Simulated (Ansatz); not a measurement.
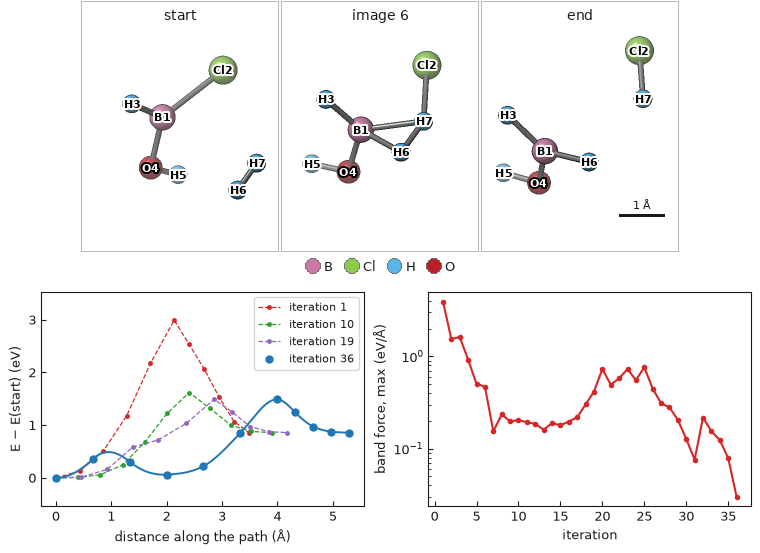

A nudged-elastic-band calculation for BH4OCl, made up at the start of BH2OCl and H2. Images are numbered from 0 (start) to 10 (end). The plot follows the band through its iterations. A ball-and-stick model, seen from a free direction.

Computed with RKS r2SCAN-D4/def2-SVP in Ansatz 0.2.0. Settings: 9 movable images; climbing image; force threshold 0.05 eV/Å; iteration limit 60; starting path through a guess of the saddle point.

Did the band converge, and can the barrier be trusted?

The run is converged, with reservations. The band converged in 36 iterations. The largest component of the band force went from 3.9 to 0.03 eV/Å. The climbing image converged on the top of the path. Its vibrational analysis gives one imaginary mode (700i cm⁻¹), as a transition state must have. The first iteration put the highest image at 2.99 eV. Forward barrier 1.49 eV, backward barrier 0.63 eV, with image 6 at the top; the reaction energy is +0.86 eV. The profile has 2 maxima (images 1, 6) with a dip at image 3 (+0.06 eV), so the process runs in steps.

Limits of the set-up: the start holds two separate molecules, 3.1 Å apart at their closest, whose relative position is a soft coordinate.

The run took 7.2 min on 2 threads of Arm Neoverse V1, with other jobs on the host, peak memory 0.13 GiB.
